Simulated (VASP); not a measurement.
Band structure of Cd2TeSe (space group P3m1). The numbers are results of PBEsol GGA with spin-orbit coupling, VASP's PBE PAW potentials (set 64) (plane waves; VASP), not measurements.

The path is coarsely sampled, so an indirect gap can come out somewhat too large.

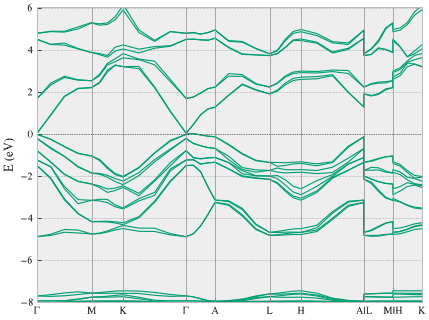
Figure: Bands along high-symmetry lines, zero at the valence-band maximum or, without a gap, the Fermi level

**Question.** Read the plot: is there a gap, and where are the band edges?

**Answer.** The gap is indirect, 0.02 eV, from the valence maximum at Γ-A at 0.25 to the conduction minimum at Γ.

The structure comes from a computed database's Cd2TeSe entry (P3m1); how it stands against other phases isn't given here. It was relaxed first.
